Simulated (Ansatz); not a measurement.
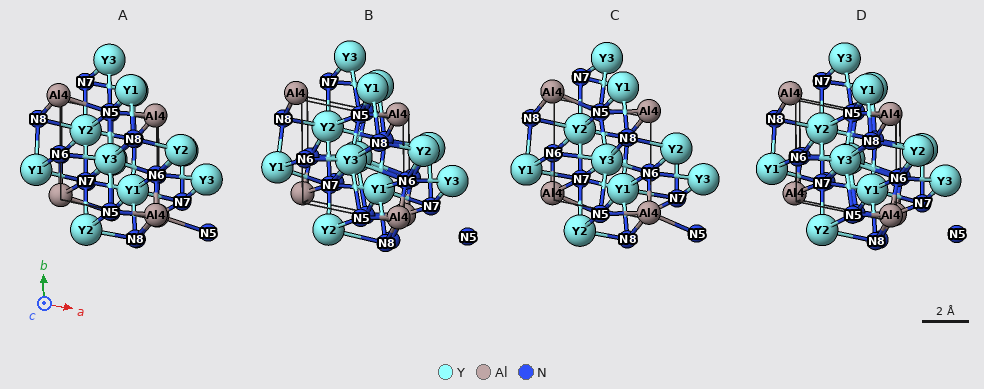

4 geometries from one relaxation of a crystal of Y₃AlN₄ (a generated structure, set up in P1) (coarse preliminary run), in shuffled order. A ball-and-stick model of the cell of the calculation, reduced to other axes, seen along the c axis. Lengths and directions refer to the drawn axes.

Theory: DFT PBE, scalar-relativistic, plane waves, PAW (Ansatz 0.2.0). Set-up: plane-wave cutoff 420 eV; k-point mesh 4 × 4 × 4; occupations gaussian; smearing width 0.1 eV; no spin polarisation; cell and atoms relaxed; force threshold 0.025 eV/Å; at most 60 steps.

Question: Order the frames from highest to lowest energy.

Answer: C, A, B, D. They are steps 0, 2, 4, 9, at +2.722 eV per cell of the calculation, +0.455 eV per cell of the calculation, +0.150 eV per cell of the calculation relative to the last. N5 moves most relative to the cell: 0.39 Å along [3 1 1]. Largest moves by element: N 0.39 Å, Y 0.27 Å, Al 0.16 Å. Cell: a 4.722 → 4.929 Å (+4.4 %), b 4.913 → 4.930 Å (+0.4 %), c 5.713 → 5.741 Å (+0.5 %), α 114.1° → 115.3°, β 113.1° → 115.3°, γ 90.4° → 90.2°. Volume +1.7 %. Near-neighbour distances that change, for instance: Al4–N5 2.495 → 3.065 Å, Y1–N7 1.964 → 2.388 Å, Y3–N6 2.196 → 2.609 Å, Al4–N5 (another image) 2.324 → 1.915 Å. Among the angles between lasting bonds that change: N5–Y3–N6 85.5° → 107.0°, N5–Y3–N6 92.0° → 74.2°, Y3–N5–Al4 93.4° → 108.8°. The space group (tolerance 0.01 Å) goes from P1 (No. 1) to Fmm2 (No. 42). The energy falls by 2.722 eV per cell of the calculation in 7 accepted moves (9 points after the start). Largest force component: 6.5 eV/Å at the start, 0.0029 eV/Å at the end. Pressure: 8.59 GPa at the start and −0.02 GPa at the end. The SCF was repeated twice at an unchanged geometry on a basis and grid sized afresh for the cell, which shifted the energy by 8.6 meV per cell of the calculation at most.
